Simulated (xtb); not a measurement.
**Geometry relaxation, with input and output: CH$_{5}$NSi (part 2 of 2)**

CH$_{5}$NSi; GFN2-xTB (xtb 6.7.1 later snapshot). The geometry comes from this level: GFN2-xTB.

## The program's output, continued
```
         #    Occupation            Energy/Eh            Energy/eV
      -------------------------------------------------------------
         1        2.0000           -0.7274895             -19.7960
       ...           ...                  ...                  ...
         3        2.0000           -0.5425694             -14.7641
         4        2.0000           -0.5218949             -14.2015
         5        2.0000           -0.4667183             -12.7001
         6        2.0000           -0.4341465             -11.8137
         7        2.0000           -0.4310319             -11.7290
         8        2.0000           -0.4290297             -11.6745
         9        2.0000           -0.3651870              -9.9372 (HOMO)
        10                         -0.2613189              -7.1109 (LUMO)
        11                         -0.1858889              -5.0583
        12                         -0.1806110              -4.9147
        13                         -0.1646279              -4.4798
        14                         -0.0855256              -2.3273
       ...                                ...                  ...
        22                          0.6738573              18.3366
      -------------------------------------------------------------
                  HL-Gap            0.1038680 Eh            2.8264 eV
             Fermi-level           -0.3132529 Eh           -8.5240 eV

 SCC (total)                   0 d,  0 h,  0 min,  0.001 sec
 SCC setup                      ...        0 min,  0.000 sec (  2.567%)
 Dispersion                     ...        0 min,  0.000 sec (  1.092%)
 classical contributions        ...        0 min,  0.000 sec (  0.354%)
 integral evaluation            ...        0 min,  0.000 sec ( 22.727%)
 iterations                     ...        0 min,  0.000 sec ( 27.345%)
 molecular gradient             ...        0 min,  0.001 sec ( 40.443%)
 printout                       ...        0 min,  0.000 sec (  4.707%)

         :::::::::::::::::::::::::::::::::::::::::::::::::::::
         ::                     SUMMARY                     ::
         :::::::::::::::::::::::::::::::::::::::::::::::::::::
         :: total energy              -9.283219872084 Eh    ::
         :: gradient norm              0.000436245139 Eh/a0 ::
         :: HOMO-LUMO gap              2.826392584973 eV    ::
         ::.................................................::
         :: SCC energy                -9.401739044445 Eh    ::
         :: -> isotropic ES            0.020477862955 Eh    ::
         :: -> anisotropic ES          0.002551855313 Eh    ::
         :: -> anisotropic XC          0.013067103385 Eh    ::
         :: -> dispersion             -0.003655312780 Eh    ::
         :: repulsion energy           0.118519172361 Eh    ::
         :: add. restraining           0.000000000000 Eh    ::
         :: total charge               0.000000000000 e     ::
         :::::::::::::::::::::::::::::::::::::::::::::::::::::

           -------------------------------------------------
          |                Numerical Hessian                |
           -------------------------------------------------
step length          :   0.00500
SCC accuracy         :   0.30000
Hessian scale factor :   1.00000
frozen atoms in %    :   0.00000    0
RMS gradient         :   0.00044
estimated CPU  time      0.00 min

writing file <hessian>, containing the non-mass-weighted Hessian matrix in atomic units (Eₕ/Bohr²).

 projected vibrational frequencies (cm⁻¹)
eigval :       -0.00    -0.00     0.00     0.00     0.00     0.00
eigval :      -94.15   268.23   452.16   558.36   647.31   700.41
eigval :      771.96   775.46   785.20  1044.31  1178.81  1373.20
eigval :     1706.45  2241.74  2291.84  2292.87  2770.68  3268.21
           -------------------------------------------------
          |                Property Printout                |
           -------------------------------------------------

    * Orbital Energies and Occupations

         #    Occupation            Energy/Eh            Energy/eV
      -------------------------------------------------------------
         1        2.0000           -0.7274895             -19.7960
         2        2.0000           -0.6269424             -17.0600
         3        2.0000           -0.5425694             -14.7641
         4        2.0000           -0.5218949             -14.2015
         5        2.0000           -0.4667183             -12.7001
         6        2.0000           -0.4341465             -11.8137
         7        2.0000           -0.4310319             -11.7290
         8        2.0000           -0.4290297             -11.6745
         9        2.0000           -0.3651870              -9.9372 (HOMO)
        10                         -0.2613189              -7.1109 (LUMO)
        11                         -0.1858889              -5.0583
        12                         -0.1806110              -4.9147
        13                         -0.1646279              -4.4798
        14                         -0.0855256              -2.3273
        15                         -0.0570208              -1.5516
        16                          0.1124250               3.0592
        17                          0.1838486               5.0028
        18                          0.3407258               9.2716
        19                          0.5355953              14.5743
        20                          0.6223074              16.9338
       ...                                ...                  ...
        22                          0.6738573              18.3366
      -------------------------------------------------------------
                  HL-Gap            0.1038680 Eh            2.8264 eV
             Fermi-level           -0.3132529 Eh           -8.5240 eV

     #   Z          covCN         q      C6AA      α(0)
     1   7          1.798    -0.304    28.702     7.936
     2   6          2.708    -0.005    28.118     8.680
     3  14          3.658     0.440    98.940    19.067
     4   1          0.860     0.134     1.515     1.928
     5   1          0.923    -0.014     3.317     2.848
     6   1          0.919    -0.078     4.837     3.440
     7   1          0.917    -0.097     5.451     3.652
     8   1          0.919    -0.077     4.820     3.434

 Mol. C6AA /au·bohr⁶  :        911.841170
 Mol. C8AA /au·bohr⁸  :      29106.613407
 Mol. α(0) /au        :         50.984030

Wiberg/Mayer (AO) data.
largest (>0.10) Wiberg bond orders for each atom

 ---------------------------------------------------------------------------
     #   Z sym  total        # sym  WBO       # sym  WBO       # sym  WBO
 ---------------------------------------------------------------------------
     1   7      3.039 --     2      2.018     4      0.950
     2   6      3.916 --     1      2.018     5      0.959     3      0.858
     3  14      3.613 --     8      0.901     6      0.900     7      0.899
                             2      0.858
     4   1      0.982 --     1      0.950
     5   1      1.000 --     2      0.959
     6   1      0.994 --     3      0.900
     7   1      0.991 --     3      0.899
     8   1      0.994 --     3      0.901
 ---------------------------------------------------------------------------

Topologies differ in total number of bonds
Writing topology from bond orders to xtbtopo.mol

molecular dipole:
                 x           y           z       tot (Debye)
 q only:        0.445      -0.067       0.208
   full:        0.431       0.257      -0.261       1.439
molecular quadrupole (traceless):
                xx          xy          yy          xz          yz          zz
 q only:       -1.120      -0.681       0.169       0.734      -0.658       0.952
  q+dip:       -2.674      -0.882       0.598       0.680      -1.585       2.076
   full:       -3.092      -1.418       0.772       1.218      -1.356       2.320

           -------------------------------------------------
          |                Geometry Summary                 |
           -------------------------------------------------

      molecular mass/u    :       59.1426416
   center of mass at/Å    :       -0.0666373      -0.0757295       0.0909154
  moments of inertia/u·Å² :        0.1333048E+02   0.9463889E+02   0.1021047E+03
rotational constants/cm⁻¹ :        0.1264593E+01   0.1781258E+00   0.1651014E+00

 * 4 selected distances

     #   Z          #   Z                                           value/Å
     1   7          2   6                                         1.2563654 (min)
     3  14          6   1                                         1.4605200
     3  14          7   1                                         1.4668640 (max)
     3  14          8   1                                         1.4605018

 * 2 distinct bonds (by element types)

   Z      Z             #   av. dist./Å        max./Å        min./Å
   6 C    7 N           1     1.2563654     1.2563654     1.2563654
   1 H   14 Si          3     1.4626286     1.4668640     1.4605018
Molecule has the following symmetry elements: (sigma)
It seems to be the Cs point group

           -------------------------------------------------
          |               Frequency Printout                |
           -------------------------------------------------
 projected vibrational frequencies (cm⁻¹)
eigval :       -0.00    -0.00     0.00     0.00     0.00     0.00
eigval :      -94.15   268.23   452.16   558.36   647.31   700.41
eigval :      771.96   775.46   785.20  1044.31  1178.81  1373.20
eigval :     1706.45  2241.74  2291.84  2292.87  2770.68  3268.21
 reduced masses (amu)
    1:      2.28    2:      5.00    3:      6.74    4:      5.26    5:      3.17    6:      4.26
    7:      1.33    8:      3.03    9:      1.06   10:      1.33   11:      1.38   12:      2.76
   13:      1.07   14:      1.06   15:      1.17   16:      1.23   17:      1.05   18:      1.39
   19:      9.96   20:      1.04   21:      1.05   22:      1.03   23:      1.07   24:      1.07
 IR intensities (km·mol⁻¹)
    1:      3.23    2:      0.68    3:      0.19    4:      0.13    5:      2.33    6:      0.73
    7:      6.55    8:      9.97    9:      0.17   10:     85.48   11:    120.17   12:     15.34
   13:    199.39   14:    227.49   15:    341.35   16:     20.09   17:     36.30   18:     44.56
   19:     33.71   20:    319.11   21:    373.42   22:    139.97   23:    162.44   24:     63.90
 Raman intensities (Ä⁴*amu⁻¹)
    1:      0.00    2:      0.00    3:      0.00    4:      0.00    5:      0.00    6:      0.00
    7:      0.00    8:      0.00    9:      0.00   10:      0.00   11:      0.00   12:      0.00
   13:      0.00   14:      0.00   15:      0.00   16:      0.00   17:      0.00   18:      0.00
   19:      0.00   20:      0.00   21:      0.00   22:      0.00   23:      0.00   24:      0.00
 output can be read by thermo (or use thermo option).
 writing <g98.out> molden fake output.
 recommended (thermochemical) frequency scaling factor: 1.0
           -------------------------------------------------
          |             Thermodynamic Functions             |
           -------------------------------------------------

cs  symmetry found (for desy threshold:  0.10E+00) used in thermo

          ...................................................
          :                      SETUP                      :
          :.................................................:
          :  # frequencies                          17      :
          :  # imaginary freq.                       1      :
          :  linear?                             false      :
          :  only rotor calc.                    false      :
          :  symmetry                               cs      :
          :  rotational number                       1      :
          :  scaling factor                  1.0000000      :
          :  rotor cutoff                   50.0000000 cm⁻¹ :
          :  imag. cutoff                  -20.0000000 cm⁻¹ :
          :.................................................:

    mode    ω/cm⁻¹     T·S(HO)/kcal·mol⁻¹    T·S(FR)/kcal·mol⁻¹   T·S(vib)
   ------------------------------------------------------------------------
       1    268.23    -0.47930 ( 99.88%)    -0.55865 (  0.12%)    -0.47939
   ------------------------------------------------------------------------

   temp. (K)  partition function   enthalpy   heat capacity  entropy
                                   cal/mol     cal/K/mol   cal/K/mol   J/K/mol
 298.15  VIB   1.96                  923.446      8.750      4.434
         ROT  0.274E+05              888.727      2.981     23.288
         INT  0.537E+05             1812.174     11.731     27.722
         TR   0.139E+26             1481.212      4.968     38.152
         TOT                        3293.3863    16.6992    65.8743   275.6180

       T/K    H(0)-H(T)+PV         H(T)/Eh          T*S/Eh         G(T)/Eh
   ------------------------------------------------------------------------
    298.15    0.524835E-02    0.579360E-01    0.312990E-01    0.266370E-01
   ------------------------------------------------------------------------

         :::::::::::::::::::::::::::::::::::::::::::::::::::::
         ::                  THERMODYNAMIC                  ::
         :::::::::::::::::::::::::::::::::::::::::::::::::::::
         :: total free energy          -9.256582848565 Eh   ::
         ::.................................................::
         :: total energy               -9.283219872084 Eh   ::
         :: zero point energy           0.052687674564 Eh   ::
         :: G(RRHO) w/o ZPVE           -0.026050651044 Eh   ::
         :: G(RRHO) contrib.            0.026637023520 Eh   ::
         :::::::::::::::::::::::::::::::::::::::::::::::::::::
imag cut-off (cm-1) :    5.00
 found            1  significant imaginary frequency
 writing imag mode distorted coords to xtbhess.xyz
 for further optimization.

optimized geometry written to: xtbopt.xyz

           -------------------------------------------------
          | TOTAL ENERGY               -9.283219872084 Eh   |
          | TOTAL ENTHALPY             -9.225283852444 Eh   |
          | TOTAL FREE ENERGY          -9.256582848565 Eh   |
          | GRADIENT NORM               0.000436247351 Eh/α |
          | HOMO-LUMO GAP               2.826392771177 eV   |
           -------------------------------------------------

------------------------------------------------------------------------
------------------------------------------------------------------------
 total:
 *  cpu-time:     0 d,  0 h,  0 min,  0.096 sec
 * ratio c/w:     1.000 speedup
 SCF:
 *  cpu-time:     0 d,  0 h,  0 min,  0.003 sec
 * ratio c/w:     0.994 speedup
 ANC optimizer:
 *  cpu-time:     0 d,  0 h,  0 min,  0.004 sec
 * ratio c/w:     1.000 speedup
 analytical hessian:
 *  cpu-time:     0 d,  0 h,  0 min,  0.081 sec
 * ratio c/w:     1.000 speedup
```

## File vibspectrum
```
$vibrational spectrum
#  mode     symmetry     wave number   IR intensity    selection rules
#                         cm**(-1)      (km*mol⁻¹)        IR
     1                      -0.00         0.00000          -
     2                      -0.00         0.00000          -
     3                       0.00         0.00000          -
     4                       0.00         0.00000          -
     5                       0.00         0.00000          -
     6                       0.00         0.00000          -
     7        a            -94.15         6.54627         YES
     8        a            268.23         9.97129         YES
     9        a            452.16         0.17180         YES
    10        a            558.36        85.48407         YES
    11        a            647.31       120.17262         YES
    12        a            700.41        15.33963         YES
    13        a            771.96       199.39352         YES
    14        a            775.46       227.49220         YES
    15        a            785.20       341.34933         YES
    16        a           1044.31        20.08749         YES
    17        a           1178.81        36.29984         YES
    18        a           1373.20        44.56291         YES
    19        a           1706.45        33.70739         YES
    20        a           2241.74       319.11381         YES
    21        a           2291.84       373.41907         YES
    22        a           2292.87       139.96987         YES
    23        a           2770.68       162.43893         YES
    24        a           3268.21        63.89895         YES
$end
```

## Standard error
```
normal termination of xtb
```

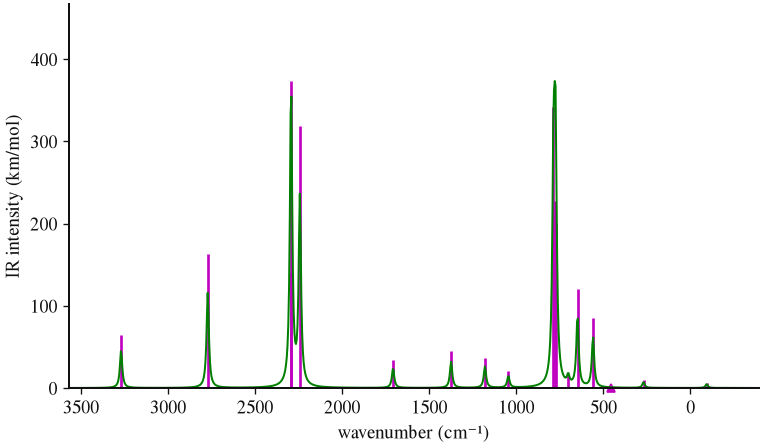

Fig. 1: Harmonic infrared spectrum, unscaled: sticks (degenerate modes added up, dark ones marked on the axis) with a Lorentzian envelope of 16 cm⁻¹ full width, scaled to the tallest stick; imaginary modes are drawn at negative wavenumbers. 18 modes from 94i to 3268 cm⁻¹, 1 imaginary beyond 8i (94i cm⁻¹): not a clean minimum; so soft a mode can be a shallow saddle, an incomplete relaxation or noise of the force constants. The strongest line is at 2292 cm⁻¹ (373 km/mol).

The run was set up as follows.

## Input file (mol.xyz)
```
8
sulfur dimer
N     -1.51563     0.21160    -0.69200
C     -0.27371     0.39152    -0.63103
Si     0.69326    -0.42608     0.78719
H     -2.00369     0.66445    -1.46670
H      0.27776     1.00182    -1.36559
H      0.20293     0.10242     2.05738
H      2.10466    -0.07226     0.60158
H      0.51442    -1.87349     0.70918
```

Command:
```bash
xtb mol.xyz --ohess tight --uhf 0 -P 1 > out.txt 2> xtb.err
```

## Key numbers

- outcome: converged
- electrons treated: 18
- total energy: −9.283220 hartree
- dispersion energy: −0.003655 hartree
- basis functions: 23
- HOMO: −9.94 eV
- LUMO: −7.11 eV
- zero-point energy: 0.052688 hartree
- dipole moment: 1.44 D
- wavenumbers, lowest and highest: 94i and 3268 cm⁻¹
- hardware: 1 thread of Arm Neoverse V1, 24 GiB of memory available, shared host
- peak memory: 0.076 GiB
